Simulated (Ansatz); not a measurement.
# GaN₂H₇O: molecular dynamics (part 3 of 3)

Continued. System: GaN₂H₇O. Method: RKS revPBE-D4/def2-SVP (Ansatz 0.2.0). It belongs to a series of runs on one base structure; here: dynamics from the highest image of the converged band.

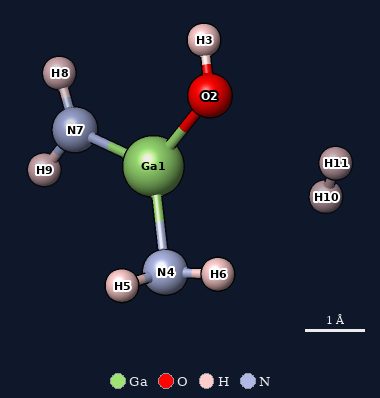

Figure 1. The geometry at step 100 of the log (ball-and-stick view, seen at a tilt; atoms are numbered from 1 in the order of the input).

## Trajectory as extended XYZ (Å, eV, eV/Å), 19 of the 201 frames kept, from step=0 to step=200
```
11
Properties=species:S:1:pos:R:3:forces:R:3 step=0 time_fs=0.0 energy=-57503.62100 temperature=100.0
Ga   -0.0119    0.3343   -0.1735   -0.0048  -0.0009  -0.0016
O     0.0208    0.0860    1.8326    0.0010   0.0072  -0.0012
H    -0.8676   -0.0693    2.2128    0.0011  -0.0032  -0.0005
N     1.5693    0.1442   -1.1198   -0.0086   0.0012   0.0099
H     1.7513   -0.8071   -1.4607    0.0027   0.0013  -0.0010
H     2.4002    0.4558   -0.6045    0.0027  -0.0030  -0.0037
N    -1.7092    0.0653   -0.8504    0.0198  -0.0056   0.0065
H    -2.3893   -0.4474   -0.2826   -0.0032   0.0016  -0.0072
H    -1.7820   -0.2394   -1.8252   -0.0091   0.0036   0.0020
H     0.1700    2.0278    0.7063   -0.0003  -0.0007   0.0010
H     0.0875    1.3124    1.4600   -0.0013  -0.0016  -0.0042
11
Properties=species:S:1:pos:R:3:forces:R:3 step=11 time_fs=5.5 energy=-57503.58348 temperature=68.1
Ga   -0.0110    0.3376   -0.1773   -0.5015  -0.3264   0.6109
O     0.0223    0.0712    1.8327    0.5668   0.1881  -0.4574
H    -0.8250   -0.0681    2.2827   -0.4046  -0.0881   0.0451
N     1.5644    0.1361   -1.1088   -0.0694  -0.1351  -0.1765
H     1.7162   -0.8351   -1.4404    0.1752   0.4984   0.2528
H     2.3744    0.4958   -0.5915    0.1209  -0.2743  -0.1269
N    -1.7114    0.0604   -0.8534    0.3327   0.1397  -0.0497
H    -2.3801   -0.4319   -0.2539   -0.0282  -0.0464  -0.2049
H    -1.7525   -0.2489   -1.8324   -0.2051  -0.0295   0.2289
H     0.1312    2.0883    0.7135    0.1483  -0.1789   0.3910
H     0.1232    1.4197    1.4800   -0.1352   0.2526  -0.5134
11
Properties=species:S:1:pos:R:3:forces:R:3 step=22 time_fs=11.0 energy=-57503.62177 temperature=101.2
Ga   -0.0122    0.3393   -0.1784   -0.7234  -0.9448   1.6048
O     0.0288    0.0585    1.8264   -0.3311  -0.1079  -0.4345
H    -0.8180   -0.0800    2.3249    0.5041   0.0252  -0.6381
N     1.5577    0.1314   -1.0993    0.0722   1.0309   0.0512
H     1.7329   -0.8183   -1.3875    0.1046  -0.7661  -0.2317
H     2.3842    0.4736   -0.6047    0.1394   0.0111   0.0520
N    -1.7070    0.0590   -0.8557    0.2727   0.2824   0.1459
H    -2.3826   -0.4302   -0.2675   -0.0532  -0.0185   0.0870
H    -1.7747   -0.2715   -1.8147   -0.0793  -0.0337  -0.3132
H     0.1318    2.1570    0.7783    0.1519   0.5231  -0.2695
H     0.1257    1.5565    1.4043   -0.0578  -0.0018  -0.0538
11
Properties=species:S:1:pos:R:3:forces:R:3 step=33 time_fs=16.5 energy=-57503.75942 temperature=219.6
Ga   -0.0163    0.3370   -0.1732   -0.4889  -1.2838   1.9314
O     0.0374    0.0459    1.8073    0.8076   0.2539  -1.5580
H    -0.7969   -0.1033    2.2639   -0.6998  -0.1081   0.0477
N     1.5555    0.1371   -1.0918    0.9635  -0.5479  -0.4073
H     1.7534   -0.8627   -1.3484   -0.4232   0.8123   0.1720
H     2.4162    0.4444   -0.6133   -0.2699   0.1116   0.0195
N    -1.6986    0.0612   -0.8584   -0.3047  -0.1654  -0.4200
H    -2.3872   -0.4250   -0.2710    0.1603   0.1753   0.0625
H    -1.8151   -0.2848   -1.8243    0.1664   0.2875   0.2605
H     0.1736    2.3613    0.7806    0.0172  -0.0192  -0.0079
H     0.1127    1.7035    1.3163    0.0715   0.4838  -0.1005
11
Properties=species:S:1:pos:R:3:forces:R:3 step=44 time_fs=22.0 energy=-57504.01591 temperature=439.9
Ga   -0.0223    0.3295   -0.1600    0.0154  -1.3029   1.6612
O     0.0519    0.0360    1.7651   -0.3208   0.1513  -1.1547
H    -0.8397   -0.1336    2.1467    0.3045   0.1218  -0.2720
N     1.5672    0.1426   -1.0903   -0.2512   1.0353  -0.1127
H     1.6945   -0.8357   -1.3038    0.1164  -0.7858  -0.2273
H     2.4073    0.4525   -0.6022    0.1659   0.0944   0.2047
N    -1.6936    0.0631   -0.8657    0.0880   0.2944   0.2076
H    -2.3690   -0.3857   -0.2478   -0.1629  -0.0296   0.0350
H    -1.8230   -0.2428   -1.8248   -0.0237  -0.0016  -0.3247
H     0.2230    2.5814    0.7692    0.1002   0.8307  -0.6154
H     0.1176    1.9720    1.2056   -0.0320  -0.4081   0.5982
11
Properties=species:S:1:pos:R:3:forces:R:3 step=56 time_fs=28.0 energy=-57504.19831 temperature=596.4
Ga   -0.0287    0.3154   -0.1383    0.5673  -0.8766   0.2708
O     0.0659    0.0296    1.6949   -0.7452   0.1622  -0.2938
H    -0.8675   -0.1443    1.9693    0.5256   0.1351   0.1034
N     1.5788    0.1602   -1.0929   -0.2888   0.1606  -0.0595
H     1.6502   -0.8594   -1.2798    0.2978   0.4102   0.0814
H     2.4040    0.4653   -0.5514   -0.1847  -0.3037  -0.0907
N    -1.6884    0.0694   -0.8723    0.0211   0.1798   0.1884
H    -2.3806   -0.3383   -0.2369   -0.1335  -0.0011  -0.3219
H    -1.8310   -0.1765   -1.8541   -0.0880   0.0211   0.1056
H     0.2806    2.9149    0.6809   -0.1338  -0.4106   0.2845
H     0.1405    2.2947    1.1541    0.1623   0.5229  -0.2682
11
Properties=species:S:1:pos:R:3:forces:R:3 step=67 time_fs=33.5 energy=-57504.18823 temperature=587.6
Ga   -0.0322    0.2985   -0.1173    0.7146  -0.5189  -1.8450
O     0.0718    0.0277    1.6236    0.3841   0.1665   1.1691
H    -0.8436   -0.1341    1.8692   -0.6580  -0.1235   0.7088
N     1.5814    0.1833   -1.0974   -0.3755   0.0385  -0.0285
H     1.6873   -0.8346   -1.2531    0.0104   0.1111  -0.1349
H     2.3842    0.4176   -0.5026    0.0737   0.1280   0.1447
N    -1.6829    0.0793   -0.8748   -0.2248   0.0340  -0.0915
H    -2.4388   -0.2988   -0.2997   -0.0601   0.0502  -0.0514
H    -1.8586   -0.1062   -1.8665    0.1231   0.1244   0.1148
H     0.3194    3.2113    0.5950   -0.1104  -0.3811   0.3110
H     0.1850    2.6407    1.1161    0.1228   0.3708  -0.2970
11
Properties=species:S:1:pos:R:3:forces:R:3 step=78 time_fs=39.0 energy=-57504.06310 temperature=480.6
Ga   -0.0330    0.2794   -0.1039    0.3069  -0.2631  -3.6519
O     0.0747    0.0268    1.5772   -0.7604  -0.3533   3.5911
H    -0.8438   -0.1277    1.9143    0.7343   0.1445   0.1121
N     1.5785    0.2093   -1.1004    0.0922   0.2799   0.4459
H     1.7296   -0.7946   -1.2669   -0.1711  -0.2426  -0.3049
H     2.3560    0.3944   -0.4383   -0.1761   0.2601  -0.1070
N    -1.6818    0.0905   -0.8773   -0.2859   0.0173   0.0094
H    -2.5084   -0.2443   -0.3790    0.0681   0.0795   0.2072
H    -1.8568   -0.0077   -1.8731    0.1863   0.1233  -0.3087
H     0.3475    3.4890    0.5211    0.1270   0.6308  -0.7601
H     0.2439    3.0054    1.0701   -0.1213  -0.6765   0.7670
11
Properties=species:S:1:pos:R:3:forces:R:3 step=89 time_fs=44.5 energy=-57504.17270 temperature=574.2
Ga   -0.0325    0.2591   -0.1049   -0.2147  -0.2864  -2.9623
O     0.0725    0.0216    1.5888    0.4131  -0.1583   2.8542
H    -0.7716   -0.1027    2.0453   -0.2116   0.0403   0.1662
N     1.5755    0.2378   -1.0964   -0.1976  -0.3416   0.1472
H     1.7288   -0.7683   -1.3522   -0.0574   0.6564   0.1071
H     2.3017    0.4354   -0.3897    0.1620  -0.0511  -0.1505
N    -1.6867    0.1017   -0.8830   -0.0614   0.0731  -0.5644
H    -2.5573   -0.1653   -0.4150    0.1763   0.0932  -0.0136
H    -1.8025    0.1285   -1.9067   -0.0106   0.0307   0.4149
H     0.3767    3.7811    0.4197   -0.0316  -0.1785   0.2130
H     0.3036    3.3426    1.0537    0.0336   0.1222  -0.2117
11
Properties=species:S:1:pos:R:3:forces:R:3 step=100 time_fs=50.0 energy=-57504.28818 temperature=673.9
Ga   -0.0329    0.2375   -0.1176   -0.5225  -0.4181  -0.4551
O     0.0749    0.0134    1.6515    0.6840   0.0785   0.6125
H    -0.7184   -0.0615    2.1955   -0.4108   0.0617  -0.0204
N     1.5677    0.2668   -1.0872   -0.5678   1.0003   0.4544
H     1.7253   -0.6688   -1.4386    0.3025  -0.6743  -0.2601
H     2.2887    0.4692   -0.3846    0.3188  -0.1561  -0.1147
N    -1.6908    0.1146   -0.8961    0.6610   0.0921  -0.0063
H    -2.5782   -0.0658   -0.4391   -0.1608   0.0309   0.0592
H    -1.7575    0.2773   -1.8949   -0.3036   0.0361  -0.2673
H     0.4001    4.0523    0.3263   -0.0352  -0.4191   0.7583
H     0.3696    3.6848    1.0297    0.0345   0.3681  -0.7606
11
Properties=species:S:1:pos:R:3:forces:R:3 step=111 time_fs=55.5 energy=-57504.28809 temperature=673.7
Ga   -0.0353    0.2143   -0.1324   -0.4982  -0.4350   1.5938
O     0.0856    0.0058    1.7290   -0.2174   0.1695  -0.4614
H    -0.7202    0.0056    2.3029    0.4284   0.0827  -0.7852
N     1.5524    0.3056   -1.0723    0.7007  -0.6168  -0.2356
H     1.7720   -0.6084   -1.5452   -0.2636   0.7847   0.3210
H     2.3452    0.4597   -0.4209   -0.2611  -0.0338  -0.1988
N    -1.6857    0.1296   -0.9131   -0.1763   0.1026  -0.5114
H    -2.6030    0.0502   -0.4601    0.3391   0.0612   0.0309
H    -1.7844    0.4261   -1.8929   -0.0501  -0.0778   0.2499
H     0.4224    4.3006    0.2691   -0.0124   0.2101  -0.5961
H     0.4366    4.0353    0.9688    0.0107  -0.2474   0.5930
11
Properties=species:S:1:pos:R:3:forces:R:3 step=122 time_fs=61.0 energy=-57504.21875 temperature=614.1
Ga   -0.0397    0.1893   -0.1411   -0.1362  -0.2370   2.3865
O     0.1000    0.0014    1.7932    0.6692   0.1491  -2.1567
H    -0.7245    0.0939    2.2813   -0.6571   0.0980   0.0535
N     1.5456    0.3404   -1.0592    0.0492   0.3299  -0.0419
H     1.7763   -0.4593   -1.6358   -0.1131  -0.5093  -0.5968
H     2.3718    0.4518   -0.4756    0.1920   0.2143   0.4790
N    -1.6809    0.1462   -0.9391   -0.2456   0.0663  -0.4054
H    -2.5743    0.1771   -0.4504    0.0184  -0.0737   0.3468
H    -1.8272    0.5658   -1.8611    0.2248  -0.0128  -0.0624
H     0.4461    4.5545    0.1957   -0.0343   0.1046  -0.4551
H     0.5017    4.3694    0.9233    0.0327  -0.1293   0.4526
11
Properties=species:S:1:pos:R:3:forces:R:3 step=133 time_fs=66.5 energy=-57504.19196 temperature=591.2
Ga   -0.0446    0.1633   -0.1400    0.3117  -0.0310   2.2026
O     0.1177    0.0008    1.8240   -0.6919   0.3274  -2.0022
H    -0.7771    0.1926    2.1987    0.4627  -0.1229  -0.2025
N     1.5456    0.3752   -1.0499    0.4399  -0.3387  -0.2738
H     1.7305   -0.3337   -1.7912   -0.0206   0.4992   0.4656
H     2.3909    0.4789   -0.4574   -0.4117  -0.2174  -0.2709
N    -1.6827    0.1644   -0.9718   -0.3260  -0.0697   0.2514
H    -2.5105    0.2851   -0.3737    0.1239  -0.0706  -0.1377
H    -1.8152    0.6968   -1.8352    0.1130   0.0400  -0.0310
H     0.4668    4.8041    0.1086    0.1185  -0.1268   0.8960
H     0.5693    4.7005    0.8908   -0.1196   0.1106  -0.8975
11
Properties=species:S:1:pos:R:3:forces:R:3 step=144 time_fs=72.0 energy=-57504.19780 temperature=595.8
Ga   -0.0482    0.1372   -0.1300    0.7311   0.1467   1.4368
O     0.1280    0.0048    1.8171   -0.6507   0.2737  -2.1299
H    -0.7775    0.2769    2.0879    0.2408  -0.1212   0.2439
N     1.5479    0.4065   -1.0438   -1.0256   0.0389  -0.0020
H     1.6893   -0.1327   -1.9012    0.2510   0.0144   0.0349
H     2.3717    0.4618   -0.4586    0.5357  -0.2089   0.1142
N    -1.6898    0.1813   -1.0018    0.1015  -0.0340   0.2845
H    -2.4315    0.3781   -0.3189   -0.2229   0.0210  -0.2825
H    -1.7669    0.8316   -1.8002    0.0399  -0.1202   0.3010
H     0.4923    5.0445    0.0612    0.0247  -0.0074   0.1263
H     0.6317    5.0361    0.8182   -0.0255  -0.0030  -0.1271
11
Properties=species:S:1:pos:R:3:forces:R:3 step=156 time_fs=78.0 energy=-57504.27664 temperature=664.0
Ga   -0.0489    0.1094   -0.1123    0.6157   0.3173   0.3725
O     0.1283    0.0142    1.7659    0.2256  -0.1144  -1.5865
H    -0.7343    0.3362    2.0535   -0.5503   0.1358   0.5318
N     1.5362    0.4412   -1.0349   -0.0447  -0.0208   0.7427
H     1.7068    0.0970   -1.9766   -0.0725  -0.1364  -0.2619
H     2.4089    0.3763   -0.4878   -0.2760  -0.0431  -0.1511
N    -1.6957    0.1982   -1.0255    0.2274  -0.0419   0.5356
H    -2.4098    0.4755   -0.3414   -0.2896  -0.1365   0.0185
H    -1.6971    0.9624   -1.7105    0.1649   0.0467  -0.2012
H     0.5244    5.3099    0.0172   -0.2326  -0.1215  -0.9778
H     0.6954    5.3954    0.7309    0.2321   0.1149   0.9774
11
Properties=species:S:1:pos:R:3:forces:R:3 step=167 time_fs=83.5 energy=-57504.28276 temperature=668.9
Ga   -0.0470    0.0853   -0.0946   -0.0403   0.5616  -1.1029
O     0.1234    0.0242    1.6935   -0.6248   0.1897   0.7893
H    -0.7026    0.3738    2.1193    0.6687  -0.3897  -0.3076
N     1.5219    0.4705   -1.0189    0.2912  -0.3108  -0.4024
H     1.6927    0.3083   -2.0351   -0.4561   0.0055   0.7360
H     2.4101    0.2723   -0.5380   -0.1822   0.0557   0.0556
N    -1.6977    0.2159   -1.0369    0.1737   0.6166   0.3446
H    -2.4490    0.5205   -0.3868    0.1476  -0.3142  -0.1053
H    -1.5918    1.0563   -1.6443    0.0223  -0.4101  -0.0072
H     0.5490    5.5495   -0.0459    0.0396   0.0287   0.1309
H     0.7585    5.7265    0.6736   -0.0399  -0.0330  -0.1310
11
Properties=species:S:1:pos:R:3:forces:R:3 step=178 time_fs=89.0 energy=-57504.11142 temperature=522.0
Ga   -0.0452    0.0636   -0.0815   -0.6713   0.7770  -2.8490
O     0.1154    0.0342    1.6311    0.7701  -0.3896   2.3185
H    -0.6118    0.3553    2.1745   -0.4077   0.0172   0.1243
N     1.5100    0.4948   -1.0025   -0.5645  -0.1003   0.8991
H     1.5805    0.4963   -2.0079    0.0041  -0.2125  -0.6249
H     2.3769    0.1859   -0.5706    0.3475  -0.0224   0.0074
N    -1.6934    0.2419   -1.0409    0.9789  -0.2302   0.2460
H    -2.4810    0.4948   -0.4381   -0.1511   0.0558   0.1501
H    -1.4816    1.0749   -1.6056   -0.3060   0.1081  -0.2715
H     0.5747    5.7851   -0.0988    0.2838   0.3135   0.8108
H     0.8203    6.0603    0.6060   -0.2838  -0.3164  -0.8108
11
Properties=species:S:1:pos:R:3:forces:R:3 step=189 time_fs=94.5 energy=-57504.01347 temperature=437.6
Ga   -0.0462    0.0450   -0.0799   -1.0028   0.8514  -3.0480
O     0.1173    0.0389    1.6123    0.8786  -0.4324   3.0002
H    -0.5773    0.3156    2.2167   -0.4414  -0.0133   0.0843
N     1.4919    0.5163   -0.9768    0.3360  -0.2559  -0.1694
H     1.4591    0.6226   -2.0079    0.2500  -0.3582   0.5811
H     2.3829    0.1084   -0.6314   -0.4426   0.3320  -0.4798
N    -1.6723    0.2665   -1.0393    0.5496  -0.0842   0.2203
H    -2.5150    0.4693   -0.4765    0.2981   0.0445  -0.1339
H    -1.4596    1.0922   -1.6228   -0.4256  -0.0820  -0.0549
H     0.6138    6.0353   -0.1163   -0.1572  -0.2161  -0.3845
H     0.8687    6.3787    0.5031    0.1572   0.2143   0.3847
11
Properties=species:S:1:pos:R:3:forces:R:3 step=200 time_fs=100.0 energy=-57504.13254 temperature=539.9
Ga   -0.0511    0.0301   -0.0903   -0.7534   0.8572  -1.1256
O     0.1318    0.0370    1.6472   -0.1603  -0.1874   2.2033
H    -0.6233    0.2513    2.2435    0.3906  -0.2802  -0.6323
N     1.4751    0.5342   -0.9504   -0.0576   0.1782  -0.3079
H     1.3907    0.6662   -1.9557   -0.0285  -0.0812  -0.3778
H     2.3595    0.0818   -0.7726    0.5861  -0.2579   0.2739
N    -1.6384    0.2885   -1.0344    0.0390   0.0804  -0.2044
H    -2.5064    0.4558   -0.5217   -0.0789  -0.1267   0.2566
H    -1.5429    1.0950   -1.6689    0.0629  -0.1811  -0.0860
H     0.6501    6.2831   -0.1466   -0.2370  -0.3697  -0.4934
H     0.9200    6.6990    0.4130    0.2372   0.3685   0.4936
```

This output came from the following input.

## The input
```yaml
crystal:
  periodic: [false, false, false]
  atoms:
    - { symbol: Ga, position_ang: [-0.011857, 0.334255, -0.173503] }
    - { symbol: O, position_ang: [0.02078, 0.086035, 1.832558] }
    - { symbol: H, position_ang: [-0.867555, -0.069316, 2.212782] }
    - { symbol: "N", position_ang: [1.569259, 0.144232, -1.119849] }
    - { symbol: H, position_ang: [1.751278, -0.807065, -1.46072] }
    - { symbol: H, position_ang: [2.400169, 0.455804, -0.60449] }
    - { symbol: "N", position_ang: [-1.709222, 0.065339, -0.850396] }
    - { symbol: H, position_ang: [-2.389307, -0.447431, -0.282576] }
    - { symbol: H, position_ang: [-1.781962, -0.239418, -1.825234] }
    - { symbol: H, position_ang: [0.170038, 2.027792, 0.706311] }
    - { symbol: H, position_ang: [0.087477, 1.312372, 1.460016] }
basis:
  gaussian: { orbitals: def2-SVP }
hamiltonian:
  xc: revpbe
  dispersion: d4
md:
  timestep: 0.5
  n_steps: 200
  ensemble: nve
  temperature: 100.0
  initial_velocities: maxwell_boltzmann
  seed: 7943
```

Launched with:
```bash
ansatz run input.yaml --threads 4 --pin off --max-ram 5120MiB --backend cpu --events-out ev --progress --plain --runs-dir out
```

## Summary

```csv
quantity,value
outcome,finished
mean temperature over the second half,598 K
trajectory,"200 steps, 100 fs"
ensemble,nve
temperature in the input,100.0 K
time step,0.5 fs
potential energy (last step),−57504.1326 eV
mean-field energy (last step),−57503.6752 eV
largest force (length of the vector) (last step),2.217 eV/Å
hardware,"4 threads of Arm Neoverse V2, 24 GiB of memory available, shared host"
wall time,3.4 min (CPU time 13 min)
peak memory,0.15 GiB
```

So short a trajectory is not equilibrated.
